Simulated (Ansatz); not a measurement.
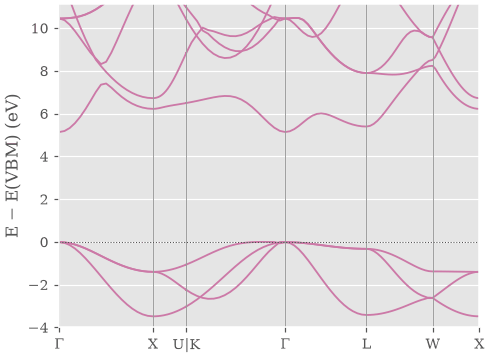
Figure. Band structure from LDA (plane waves, PAW; program Ansatz)

Read off the gap and where the band edges lie.

About 5.1 eV (5.14 eV by a search for the band edges); maximum on the K–Γ line, 78 % of the way from K, minimum at Γ.

The material is LiBr (rock salt, Fm-3m).

The LDA relaxation kept the symmetry of its start; phonons on a q-mesh show no instability. Spin–orbit coupling is left out wherever it is not named.

Potentials: the later of the program's two PAW sets.
